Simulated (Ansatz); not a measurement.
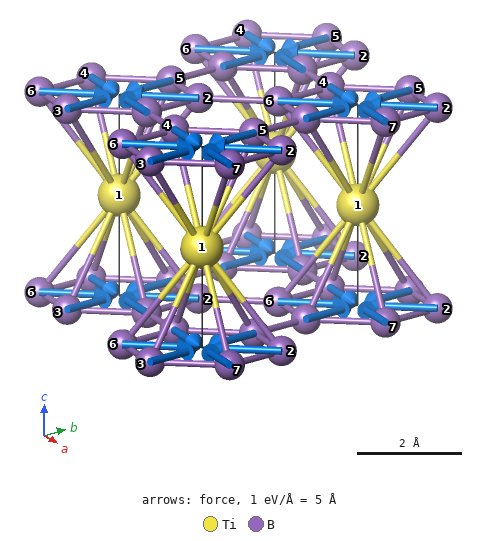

Starting geometry of solid TiB$_{6}$ (a generated structure, set up in P6/mmm) (coarse preliminary run) with the computed forces as blue arrows. A ball-and-stick model of the cell of the calculation, seen slightly off an axis.

Method: DFT PBE+D3(BJ), scalar-relativistic, plane waves, PAW (Ansatz).

The input:
```yaml
crystal:
  lattice:
    - [4.70173198, 0.0, 0.0]
    - [-2.35086599, 4.07181934, 0.0]
    - [0.0, 0.0, 3.99767246]
  atoms:
    - { symbol: Ti, position: [0.0, 0.0, 0.5] }
    - { symbol: B, position: [0.33333333, 0.33333333, 0.0] }
    - { symbol: B, position: [0.0, 0.66666667, 0.0] }
    - { symbol: B, position: [0.66666667, 0.0, 0.0] }
    - { symbol: B, position: [0.0, 0.33333333, 0.0] }
    - { symbol: B, position: [0.66666667, 0.66666667, 0.0] }
    - { symbol: B, position: [0.33333333, 0.0, 0.0] }
basis:
  ecutwfc: 420
kpoints:
  mp_grid: { grid: [6, 6, 4] }
hamiltonian:
  xc: pbe
  dispersion: d3bj
scf:
  occupations: { method: gaussian, width: 0.1 }
  lower_state_search: "off"
output:
  forces: true
  stress: true
  eigenvalues: true
relax:
  adjacent_minimum: "off"
  f_tol: 0.04
  max_steps: 70
  cell: { stress_tol: 0.4 }
```

Run as
```bash
ansatz run input.yaml --threads 1 --pin off --max-ram 2048MiB --backend cpu --events-out ev --progress --plain --runs-dir out
```

> Is this structure relaxed? If not, where do the atoms go?

It isn't relaxed: the largest force vector, on B atoms, is 0.28 eV/Å. Measured relative to the changing cell, the final displacements run against the starting forces (cosine between the two patterns −1.00). The largest moves relative to the cell, 0.069 Å, are those of B2, B3, B4, B5, B6 and B7. B2 goes along [1 1 0]. Ti stays in place. Cell: a = b 4.702 → 5.366 Å (+14.1 %), c 3.998 → 2.570 Å (−35.7 %). Volume −16.2 %. Near-neighbour distances that change, for instance: Ti1–Ti1 3.998 → 2.570 Å, B2–B5 1.567 → 1.858 Å, Ti1–B2 2.540 → 2.259 Å, B2–B6 1.567 → 1.650 Å. Bond angles that change, for instance: Ti1–B6–Ti1 103.8° → 69.3°, Ti1–B6–B2 128.1° → 145.3°, Ti1–B6–B3 72.0° → 65.7°. The space group stays P6/mmm (No. 191). After 13 accepted moves (16 points after the start) the energy has fallen by 2.622 eV per cell of the calculation. The largest force component goes from 0.28 to 0.0077 eV/Å. The pressure goes from 16.09 to 0.03 GPa. The line search rejected the trial step at point 10 of the run. At 2 points the geometry stayed and the basis and grid were re-selected for the new cell (energy shift of 62.0 meV per cell of the calculation at most each time).

Limits of the set-up: the k-point mesh is coarse for a cell with partly filled bands.
